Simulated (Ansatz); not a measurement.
The calculation's input:

```
crystal:
  periodic: [false, false, false]
  atoms:
    - { symbol: C, position_ang: [-0.7794, 1.2781, 0.1201] }
    - { symbol: C, position_ang: [-0.4833, -0.1313, 0.2054] }
    - { symbol: "N", position_ang: [-1.3605, -0.9639, 0.6706] }
    - { symbol: Ge, position_ang: [1.3252, -0.7193, -0.3943] }
    - { symbol: H, position_ang: [-0.1053, 1.9108, 0.6894] }
    - { symbol: H, position_ang: [-1.8544, 1.5281, 0.4884] }
    - { symbol: H, position_ang: [-0.7474, 1.6481, -0.9483] }
    - { symbol: H, position_ang: [-1.0655, -1.9514, 0.7524] }
    - { symbol: H, position_ang: [2.0074, -1.3695, 0.8368] }
    - { symbol: H, position_ang: [2.0686, 0.4803, -0.8931] }
    - { symbol: H, position_ang: [1.0598, -1.767, -1.5068] }
basis:
  gaussian:
    orbitals: def2-SVP
hamiltonian:
  xc: r2scan
output:
  orbitals: {}
```

Run with:

```sh
python energy.py
```

Method: SCF r2SCAN, Gaussian basis (Ansatz).

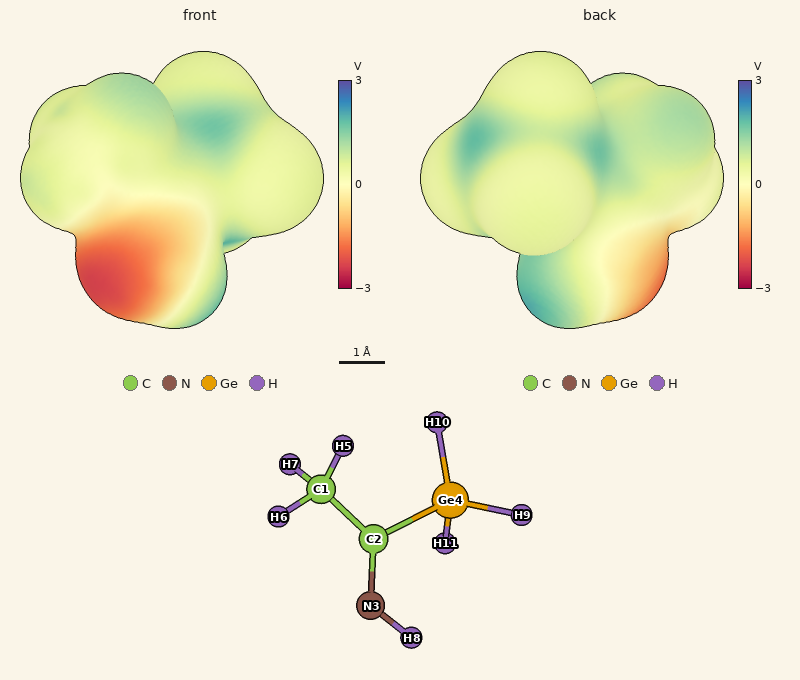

C$_{2}$H$_{7}$GeN (SMILES C[C](=N)[GeH3]). The electrostatic potential painted on the density surface at 0.004 e/bohr³, seen from the front and from behind; the colour scale runs from red (negative) to blue (positive). The bare structure is drawn below in the same view.

> Which sites attract a positive test charge, and which a negative one?

A positive charge is drawn to the negative regions and a negative charge to the positive ones. The most negative region (about −2.3 V) lies over N3, the most positive (about +1.9 V) over Ge4 and H8. N3 is the likeliest acceptor of a hydrogen bond.
